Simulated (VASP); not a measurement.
Shape and ions are relaxed at each volume.

Energy against volume of Mg3Sb2 (a-la2o3). Computed with TPSS meta-GGA, VASP's PBE PAW potentials (set 64) (plane waves; VASP).

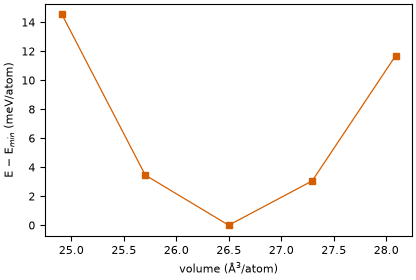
Fig. 1. Energy against volume

Question: Estimate the equilibrium volume and the bulk modulus.

Answer: The minimum lies near 26.5 Å³/atom, and the curvature gives B0 of about 44 GPa.

The compound is Mg3Sb2 in the a-la2o3 structure. It was relaxed first.
